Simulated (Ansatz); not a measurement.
Geometry relaxation of TiSi16 (part 3 of 3)

Continued. System: TiSi16 (defect cell, 17 atoms in the cell). Method: DFT LDA, scalar-relativistic, plane waves, PAW, PAW set soft_1, no spin polarisation (Ansatz 0.2.0); cutoff 420 eV, 2×2×2 k-mesh, Gaussian smearing of 0.02 eV. It belongs to a series of runs on one base structure; here: end point B relaxed.

Geometry of the input (Å; fractional positions):
```
0.0000  5.4300  5.4300
5.4300  0.0000  5.4300
5.4300  5.4300  0.0000
Si 0.0000  0.0000  0.0000
Si 0.1250  0.1250  0.1250
Si -0.0000  0.0000  0.5000
Si 0.1250  0.1250  0.6250
Si -0.0000  0.5000  0.0000
Si 0.1250  0.6250  0.1250
Si -0.0000  0.5000  0.5000
Si 0.1250  0.6250  0.6250
Si 0.5000  -0.0000  0.0000
Si 0.6250  0.1250  0.1250
Si 0.5000  0.0000  0.5000
Si 0.6250  0.1250  0.6250
Si 0.5000  0.5000  0.0000
Si 0.6250  0.6250  0.1250
Si 0.5000  0.5000  0.5000
Si 0.6250  0.6250  0.6250
Ti 0.8128  0.5609  0.8203
```

**Trajectory as extended XYZ, continued**
```
17
Lattice="0.0000 5.4300 5.4300 5.4300 0.0000 5.4300 5.4300 5.4300 0.0000" Properties=species:S:1:pos:R:3:forces:R:3 step=7 energy=-12186.09310
Si    0.1896   -0.1860    0.1877   -0.2654   0.2650  -0.2656
Si    1.4437    1.3645    1.4417    0.0903   0.1249   0.0895
Si    2.6932    2.7408    0.0043    0.0354  -0.0350  -0.0038
Si    4.0694    3.9900    1.4419   -0.1239  -0.0899   0.0900
Si    2.8423    0.1363    2.8394    0.0651  -0.4211   0.0658
Si    4.2764    1.1584    4.2743    0.0507  -0.0506   0.0506
Si    5.2988    2.5927    2.8399    0.4207  -0.0649   0.0645
Si    6.7306    4.1347    4.1467    0.1909  -0.1920   0.0202
Si    0.0061    2.7410    2.6908   -0.0032  -0.0352   0.0354
Si    1.4436    3.9903    4.0670    0.0903  -0.0894  -0.1238
Si    2.6930    5.4278    2.6908    0.0354   0.0042   0.0351
Si    3.9813    6.8828    3.9791    0.1215  -0.1220   0.1217
Si    2.8422    2.5934    5.2959    0.0646  -0.0657   0.4208
Si    4.1492    4.1348    6.7276    0.0199  -0.1918   0.1913
Si    5.3299    5.5352    5.3270   -0.0547   0.0548  -0.0546
Si    6.7303    6.7160    6.7275    0.1914  -0.0215   0.1920
Ti    7.0800    9.2149    7.0777   -0.9290   0.9305  -0.9293
17
Lattice="0.0000 5.4300 5.4300 5.4300 0.0000 5.4300 5.4300 5.4300 0.0000" Properties=species:S:1:pos:R:3:forces:R:3 step=8 energy=-12186.49117
Si    0.1551   -0.1514    0.1531   -0.3663   0.3678  -0.3670
Si    1.4540    1.3666    1.4519    0.0401   0.0415   0.0400
Si    2.7045    2.7296    0.0081    0.0570  -0.0555   0.0542
Si    4.0675    3.9796    1.4523   -0.0435  -0.0396   0.0393
Si    2.8463    0.0935    2.8436   -0.1041  -0.6505  -0.1054
Si    4.2660    1.1689    4.2638   -0.0598   0.0595  -0.0600
Si    5.3420    2.5886    2.8441    0.6422   0.0994  -0.0987
Si    6.7495    4.1155    4.1446    0.0429  -0.0417  -0.0057
Si    0.0101    2.7296    2.7022    0.0535  -0.0543   0.0552
Si    1.4540    3.9801    4.0650    0.0400  -0.0402  -0.0417
Si    2.7043    5.4240    2.7020    0.0576  -0.0547   0.0570
Si    3.9984    6.8656    3.9963    0.0352  -0.0351   0.0351
Si    2.8462    2.5891    5.3389   -0.1012   0.1031   0.6464
Si    4.1474    4.1158    6.7465   -0.0097  -0.0439   0.0451
Si    5.3377    5.5276    5.3347    0.1405  -0.1401   0.1407
Si    6.7494    6.7182    6.7467    0.0409   0.0017   0.0409
Ti    6.9671    9.3266    6.9654   -0.4658   0.4830  -0.4759
17
Lattice="0.0000 5.4300 5.4300 5.4300 0.0000 5.4300 5.4300 5.4300 0.0000" Properties=species:S:1:pos:R:3:forces:R:3 step=9 energy=-12186.71887
Si    0.0870   -0.0836    0.0852   -0.2430   0.2432  -0.2434
Si    1.4563    1.3570    1.4543   -0.0375   0.0129  -0.0379
Si    2.7235    2.7107    0.0238    0.0389  -0.0376   0.0090
Si    4.0775    3.9765    1.4555   -0.0226   0.0415  -0.0413
Si    2.8349    0.0040    2.8322   -0.0372  -0.0334  -0.0405
Si    4.2206    1.2139    4.2185   -0.2977   0.2930  -0.2963
Si    5.4322    2.5994    2.8336    0.0203   0.0292  -0.0281
Si    6.7672    4.0980    4.1538    0.0581  -0.0561  -0.0084
Si    0.0260    2.7106    2.7213    0.0075  -0.0351   0.0363
Si    1.4567    3.9772    4.0751   -0.0390   0.0398  -0.0178
Si    2.7233    5.4083    2.7210    0.0402  -0.0105   0.0403
Si    4.0211    6.8429    4.0189   -0.0073   0.0070  -0.0069
Si    2.8353    2.6003    5.4288   -0.0309   0.0354   0.0254
Si    4.1572    4.0984    6.7639   -0.0172  -0.0594   0.0624
Si    5.3601    5.5059    5.3568    0.1013  -0.0998   0.1000
Si    6.7673    6.7095    6.7644    0.0549   0.0028   0.0560
Ti    6.8533    9.4387    6.8524    0.4107  -0.3728   0.3909
17
Lattice="0.0000 5.4300 5.4300 5.4300 0.0000 5.4300 5.4300 5.4300 0.0000" Properties=species:S:1:pos:R:3:forces:R:3 step=10 energy=-12186.81946
Si    0.0167   -0.0120    0.0140   -0.0482   0.0479  -0.0472
Si    1.4112    1.3540    1.4090   -0.0228  -0.1110  -0.0240
Si    2.7624    2.6722    0.0282    0.0234  -0.0250  -0.0428
Si    4.0805    4.0232    1.4090    0.1104   0.0229  -0.0218
Si    2.8035   -0.0021    2.8011    0.0571   0.0573   0.0531
Si    4.1287    1.3045    4.1269   -0.0061   0.0051  -0.0064
Si    5.4359    2.6309    2.8019   -0.0642  -0.0560   0.0593
Si    6.8135    4.0504    4.1555    0.0369  -0.0372  -0.1118
Si    0.0305    2.6720    2.7602   -0.0433  -0.0250   0.0238
Si    1.4114    4.0231    4.0780   -0.0220   0.0242   0.1102
Si    2.7624    5.4042    2.7600    0.0237   0.0424   0.0242
Si    4.0908    6.7737    4.0886    0.0426  -0.0405   0.0419
Si    2.8040    2.6312    5.4336    0.0607  -0.0534  -0.0596
Si    4.1587    4.0506    6.8113   -0.1170  -0.0360   0.0351
Si    5.4362    5.4294    5.4334   -0.0655   0.0611  -0.0633
Si    6.8139    6.7077    6.8118    0.0391   0.1101   0.0386
Ti    6.8390    9.4547    6.8371   -0.0050   0.0131  -0.0095
17
Lattice="0.0000 5.4300 5.4300 5.4300 0.0000 5.4300 5.4300 5.4300 0.0000" Properties=species:S:1:pos:R:3:forces:R:3 step=11 energy=-12186.82311
Si    0.0035   -0.0002    0.0016    0.0436  -0.0410   0.0425
Si    1.4018    1.3422    1.3995    0.0059   0.1003   0.0053
Si    2.7712    2.6633    0.0229   -0.0228   0.0217   0.0232
Si    4.0921    4.0317    1.4008   -0.1003  -0.0063   0.0071
Si    2.8021    0.0054    2.7992   -0.0361  -0.0283  -0.0370
Si    4.1199    1.3124    4.1182   -0.0057   0.0016  -0.0041
Si    5.4283    2.6320    2.8012    0.0243   0.0359  -0.0330
Si    6.8232    4.0407    4.1369    0.0103  -0.0123   0.0888
Si    0.0253    2.6635    2.7686    0.0234   0.0226  -0.0228
Si    1.4027    4.0321    4.0896    0.0072  -0.0057  -0.1002
Si    2.7718    5.4097    2.7694   -0.0221  -0.0235  -0.0211
Si    4.1094    6.7563    4.1068   -0.0213   0.0219  -0.0214
Si    2.8034    2.6327    5.4260   -0.0331   0.0370   0.0258
Si    4.1396    4.0412    6.8205    0.0893  -0.0124   0.0107
Si    5.4479    5.4179    5.4451    0.0336  -0.0341   0.0337
Si    6.8241    6.7263    6.8219    0.0111  -0.0875   0.0114
Ti    6.8331    9.4604    6.8311   -0.0073   0.0099  -0.0088
17
Lattice="0.0000 5.4300 5.4300 5.4300 0.0000 5.4300 5.4300 5.4300 0.0000" Properties=species:S:1:pos:R:3:forces:R:3 step=12 energy=-12186.82570
Si    0.0057   -0.0020    0.0035   -0.0020   0.0040  -0.0025
Si    1.4022    1.3490    1.3997    0.0053   0.0058   0.0043
Si    2.7706    2.6640    0.0243   -0.0061   0.0055  -0.0008
Si    4.0850    4.0318    1.4010   -0.0049  -0.0063   0.0082
Si    2.8001    0.0033    2.7972   -0.0018   0.0025  -0.0032
Si    4.1193    1.3122    4.1178    0.0022  -0.0084   0.0038
Si    5.4291    2.6339    2.7995   -0.0035   0.0054  -0.0008
Si    6.8235    4.0398    4.1439    0.0052  -0.0096  -0.0060
Si    0.0269    2.6643    2.7679   -0.0012   0.0055  -0.0059
Si    1.4031    4.0321    4.0827    0.0079  -0.0050  -0.0054
Si    2.7712    5.4088    2.7688   -0.0056  -0.0004  -0.0054
Si    4.1082    6.7580    4.1054    0.0006   0.0012   0.0001
Si    2.8016    2.6346    5.4272    0.0002   0.0058  -0.0032
Si    4.1468    4.0403    6.8210   -0.0054  -0.0086   0.0054
Si    5.4489    5.4171    5.4461    0.0018  -0.0037   0.0021
Si    6.8247    6.7197    6.8227    0.0077   0.0070   0.0089
Ti    6.8326    9.4607    6.8306   -0.0004  -0.0004   0.0005
17
Lattice="0.0000 5.4300 5.4300 5.4300 0.0000 5.4300 5.4300 5.4300 0.0000" Properties=species:S:1:pos:R:3:forces:R:3 step=13 energy=-12186.82581
Si    0.0061   -0.0028    0.0040   -0.0015   0.0045  -0.0026
Si    1.4026    1.3501    1.3998    0.0027   0.0017   0.0017
Si    2.7703    2.6645    0.0237   -0.0006  -0.0008  -0.0017
Si    4.0837    4.0315    1.4019   -0.0015  -0.0040   0.0069
Si    2.7995    0.0035    2.7965   -0.0013   0.0070  -0.0039
Si    4.1194    1.3104    4.1184    0.0012  -0.0107   0.0040
Si    5.4275    2.6340    2.7997   -0.0092   0.0059   0.0010
Si    6.8236    4.0389    4.1427    0.0022  -0.0085  -0.0015
Si    0.0267    2.6649    2.7674   -0.0023  -0.0003  -0.0006
Si    1.4041    4.0321    4.0814    0.0064  -0.0025  -0.0016
Si    2.7713    5.4101    2.7688    0.0003   0.0000   0.0009
Si    4.1095    6.7579    4.1063    0.0002   0.0022  -0.0006
Si    2.8017    2.6350    5.4261    0.0022   0.0074  -0.0087
Si    4.1459    4.0396    6.8211   -0.0011  -0.0072   0.0026
Si    5.4503    5.4162    5.4473   -0.0041   0.0004  -0.0030
Si    6.8253    6.7215    6.8235    0.0059   0.0029   0.0076
Ti    6.8321    9.4601    6.8304    0.0004   0.0018  -0.0006
17
Lattice="0.0000 5.4300 5.4300 5.4300 0.0000 5.4300 5.4300 5.4300 0.0000" Properties=species:S:1:pos:R:3:forces:R:3 step=14 energy=-12186.82614
Si    0.0077   -0.0066    0.0062    0.0023   0.0041  -0.0022
Si    1.4036    1.3536    1.3992   -0.0057  -0.0145  -0.0102
Si    2.7700    2.6658    0.0220    0.0075  -0.0117  -0.0020
Si    4.0780    4.0306    1.4065    0.0091   0.0093   0.0094
Si    2.7958    0.0039    2.7920    0.0024   0.0049  -0.0020
Si    4.1191    1.3000    4.1212   -0.0061  -0.0084  -0.0003
Si    5.4182    2.6349    2.8015   -0.0143   0.0079   0.0062
Si    6.8231    4.0341    4.1388   -0.0129   0.0036   0.0080
Si    0.0271    2.6672    2.7658   -0.0031  -0.0105   0.0082
Si    1.4088    4.0328    4.0762    0.0096   0.0134   0.0097
Si    2.7734    5.4169    2.7706    0.0090  -0.0041   0.0109
Si    4.1154    6.7599    4.1099   -0.0002  -0.0013  -0.0003
Si    2.8026    2.6376    5.4193    0.0070   0.0114  -0.0143
Si    4.1433    4.0363    6.8207    0.0057   0.0059  -0.0118
Si    5.4553    5.4146    5.4514   -0.0086   0.0016  -0.0071
Si    6.8285    6.7292    6.8283   -0.0061  -0.0113  -0.0027
Ti    6.8297    9.4570    6.8297    0.0046  -0.0005   0.0005
17
Lattice="0.0000 5.4300 5.4300 5.4300 0.0000 5.4300 5.4300 5.4300 0.0000" Properties=species:S:1:pos:R:3:forces:R:3 step=15 energy=-12186.82631
Si    0.0078   -0.0088    0.0061    0.0045   0.0010  -0.0027
Si    1.4039    1.3525    1.3978   -0.0099  -0.0160  -0.0113
Si    2.7704    2.6671    0.0233    0.0063  -0.0119  -0.0041
Si    4.0763    4.0323    1.4103    0.0076   0.0147   0.0097
Si    2.7940    0.0015    2.7901    0.0067  -0.0064   0.0039
Si    4.1173    1.2945    4.1215   -0.0088   0.0004  -0.0038
Si    5.4134    2.6346    2.8027   -0.0091   0.0064   0.0095
Si    6.8214    4.0314    4.1385   -0.0154   0.0107   0.0087
Si    0.0303    2.6688    2.7652   -0.0050  -0.0107   0.0077
Si    1.4130    4.0356    4.0745    0.0087   0.0173   0.0077
Si    2.7754    5.4227    2.7719    0.0079  -0.0084   0.0106
Si    4.1187    6.7636    4.1115    0.0004  -0.0044   0.0003
Si    2.8028    2.6383    5.4160    0.0092   0.0095  -0.0116
Si    4.1431    4.0341    6.8196    0.0062   0.0125  -0.0141
Si    5.4555    5.4140    5.4519   -0.0071  -0.0010  -0.0068
Si    6.8281    6.7312    6.8291   -0.0070  -0.0139  -0.0038
Ti    6.8282    9.4543    6.8293    0.0047   0.0001   0.0002
17
Lattice="0.0000 5.4300 5.4300 5.4300 0.0000 5.4300 5.4300 5.4300 0.0000" Properties=species:S:1:pos:R:3:forces:R:3 step=16 energy=-12186.82634
Si    0.0063   -0.0150    0.0021    0.0110  -0.0135   0.0035
Si    1.4030    1.3412    1.3932   -0.0189   0.0165   0.0144
Si    2.7710    2.6700    0.0314   -0.0028   0.0053  -0.0031
Si    4.0741    4.0411    1.4220   -0.0118  -0.0036  -0.0089
Si    2.7904   -0.0124    2.7868    0.0110  -0.0238   0.0177
Si    4.1091    1.2810    4.1190    0.0011   0.0235  -0.0057
Si    5.4016    2.6344    2.8073    0.0198   0.0013   0.0097
Si    6.8133    4.0253    4.1423   -0.0021   0.0117  -0.0054
Si    0.0414    2.6725    2.7632    0.0051   0.0020  -0.0059
Si    1.4260    4.0469    4.0702   -0.0193  -0.0164  -0.0123
Si    2.7824    5.4399    2.7771   -0.0038  -0.0096  -0.0079
Si    4.1266    6.7772    4.1163   -0.0028  -0.0006  -0.0016
Si    2.8042    2.6408    5.4068    0.0107  -0.0009   0.0040
Si    4.1458    4.0293    6.8130   -0.0036   0.0040   0.0033
Si    5.4541    5.4156    5.4513    0.0075  -0.0065  -0.0006
Si    6.8258    6.7344    6.8299    0.0004  -0.0001   0.0022
Ti    6.8244    9.4456    6.8273   -0.0015   0.0106  -0.0035
```

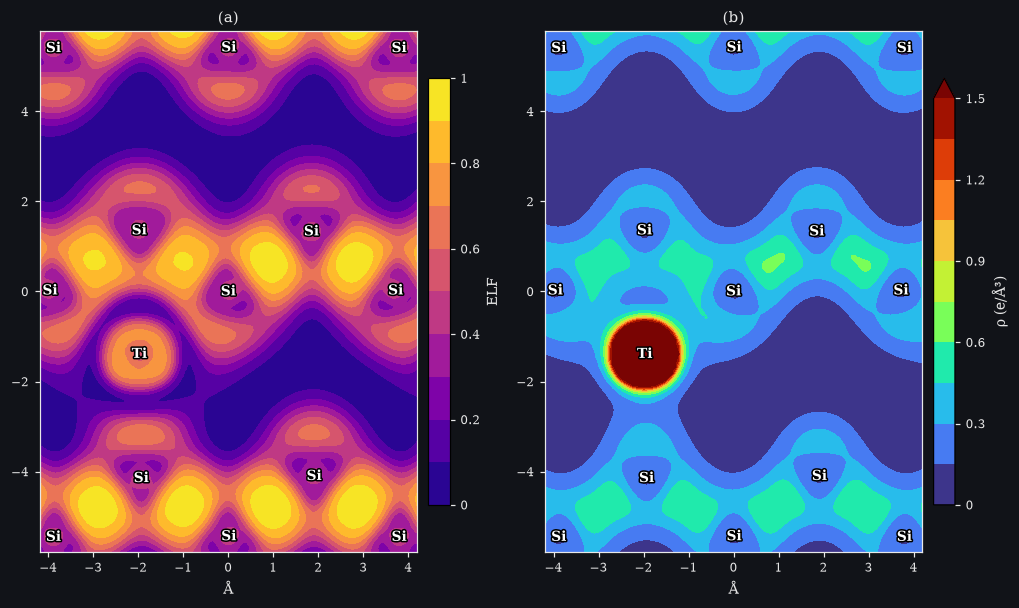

Fig. 1: (a) ELF; (b) valence pseudo-density on the (11̄0) plane of the calculation cell. Ti–Si (2.42 Å): ρ at the midpoint is about 0.39 e/Å³; the ELF is about 0.35 at the midpoint. Ti–Si (2.75 Å): ρ is about 0.27 e/Å³ halfway; the ELF is about 0.35 at the midpoint. Away from the nuclei the density in this plane falls to 0.02 e/Å³ at its lowest. The strong features right at Ti lie inside the PAW spheres (semicore, d or f shells) and say nothing about bonding. Core electrons are frozen (PAW), so the fields are smoothed inside the atomic spheres.
